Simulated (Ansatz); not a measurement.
# BHLYP/def2-TZVPP run of SiH2O (oxosilane)

Aim: the electronic atomisation energy of SiH2O (oxosilane) at BHLYP/def2-TZVPP, from 4 runs. 

Program for the calculation: Ansatz 0.2.0.

50 further runs of the same task are left out: 50 set aside as unsound or not needed.

**1. Starting point**

SiH2O has 4 atoms, charge 0, and is taken as a singlet. As SMILES, `O=[SiH2]`. The shape is that of a PBE0-D4/def2-TZVP optimisation.

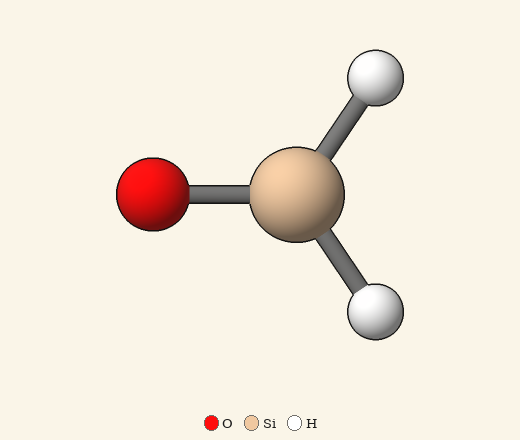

Viewed from a chosen angle; oxygen red, silicon light orange, hydrogen white.

**2. A single-point energy at BHLYP/def2-TZVPP**

in.yaml reads:

```yaml
crystal:
  periodic: [false, false, false]
  atoms:
    - {symbol: O, position_ang: [-0.283200, 0.413500, 1.469500]}
    - {symbol: Si, position_ang: [-0.006700, 0.009800, 0.034900]}
    - {symbol: H, position_ang: [0.439900, -1.346000, -0.376200]}
    - {symbol: H, position_ang: [-0.150000, 0.922700, -1.128300]}
basis:
  gaussian: {orbitals: def2-TZVPP}
hamiltonian: {xc: {name: BHLYP}}
accuracy: high
output: {orbitals: {seedname: orbitals}}
total_charge: 0
```

The run is started by

```
$ ansatz run in.yaml --threads 1 --pin off --max-ram 3480MiB --events-out events.jsonl --progress --plain --runs-dir runs
```

The log of the run:

```text
Warning: RAYON_NUM_THREADS=1 ignored (pool sized by the plan → 1); use --threads N
Functional definition: BHLYP
  name "BHLYP"
  parameter a = 0.5
  exchange = (1 - a)*b88_x + a*exact_x
  correlation = lyp_c
1618 factors; integrals over basis functions are off by at most 3.1e-9 eV
mean field evaluation 1: about -9950.5565 eV, gradient 5.9e1 eV
mean field evaluation 2: about -9923.7470 eV, gradient 1.2e2 eV
mean field evaluation 4: about -9956.8387 eV, gradient 1.0e0 eV
mean field evaluation 8: about -9956.8384 eV, gradient 2.9e-2 eV
mean field evaluation 16: about -9956.8384 eV, gradient 1.1e-6 eV
mean field -9956.83837514 eV, -365.9070612989 hartree, gradient 6.3e-8 eV, S^2 0.000000; 0 other end points of the search recorded, 0 dependent functions left out
reference -9956.83839821 eV, -365.9070621466 hartree; 12, 12 occupied and 89, 89 virtual orbitals, 1618 factors
Total energy: -9956.83839821 eV, -365.9070621466 hartree
```

It took 4.2 s on 1 thread of Arm Neoverse V2, shared host; peak memory 0.23 GiB.

**3. The H atom at the same level**

in.yaml reads:

```yaml
crystal:
  periodic: [false, false, false]
  atoms:
    - {symbol: H, position_ang: [0.000000, 0.000000, 0.000000]}
basis:
  gaussian:
    orbitals: def2-TZVPP
magnetization:
  spin_polarized: true
  initial_magnetization: 1
hamiltonian:
  xc: {name: BHLYP}
accuracy: high
```

Run the same way, it converges to -0.49854 Eh (log not shown).

**4. The O atom**

run.yaml reads:

```yaml
crystal:
  periodic: [false, false, false]
  atoms:
    - {symbol: O, position_ang: [0.000000, 0.000000, 0.000000]}
basis:
  gaussian:
    orbitals: def2-TZVPP
magnetization:
  spin_polarized: true
  initial_magnetization: 2
hamiltonian:
  xc: {name: BHLYP}
accuracy: high
```

Run the same way, it converges to -75.07712 Eh (log not shown).

**5. The Si atom**

run.yaml, as its differences from that of step 4:

```diff
@@ -3,3 +3,3 @@
   atoms:
-    - {symbol: O, position_ang: [0.000000, 0.000000, 0.000000]}
+    - {symbol: Si, position_ang: [0.000000, 0.000000, 0.000000]}
 basis:
```

The run is started by

```
$ ansatz run run.yaml --threads 1 --pin off --max-ram 3480MiB --events-out events.jsonl --progress --plain --runs-dir runs
```

The log of the run:

```text
Warning: RAYON_NUM_THREADS=1 ignored (pool sized by the plan → 1); use --threads N
[... 5 set-up lines as earlier in the session ...]
410 factors; integrals over basis functions are off by at most 2.5e-9 eV
mean field evaluation 1: about -7874.2738 eV, gradient 2.8e0 eV
mean field evaluation 2: about -7874.3430 eV, gradient 7.9e-1 eV
mean field evaluation 4: about -7874.3488 eV, gradient 3.0e-1 eV
mean field evaluation 8: about -7874.3493 eV, gradient 6.2e-4 eV
mean field evaluation 16: about -7874.3493 eV, gradient 2.3e-8 eV
mean field -7874.34929279 eV, -289.3769990844 hartree, gradient 2.3e-8 eV, S^2 2.005880; 0 other end points of the search recorded, 0 dependent functions left out
reference -7874.34930734 eV, -289.3769996191 hartree; 8, 6 occupied and 34, 36 virtual orbitals, 410 factors
Total energy: -7874.34930734 eV, -289.3769996191 hartree
```

Wall time 0.97 s (1 thread of Arm Neoverse V2, shared host).

**6. Summary of results**

At BHLYP/def2-TZVPP:

| quantity | value |
| --- | --- |
| molecule: total energy | -365.90706 Eh |
| molecule: HOMO energy | -9.73 eV |
| molecule: LUMO energy | -1.30 eV |
| molecule: HOMO–LUMO gap | 8.43 eV |
| H atom: total energy | -0.49854 Eh |
| H atom: ⟨S²⟩ | 0.750 |
| O atom: total energy | -75.07712 Eh |
| O atom: ⟨S²⟩ | 2.004 |
| Si atom: total energy | -289.37700 Eh |
| Si atom: ⟨S²⟩ | 2.006 |
| electronic atomisation energy | 12.404 eV |

In words: Taking the molecule apart into free atoms costs 12.40 eV (1197 kJ/mol), before zero-point energy and without spin-orbit coupling.
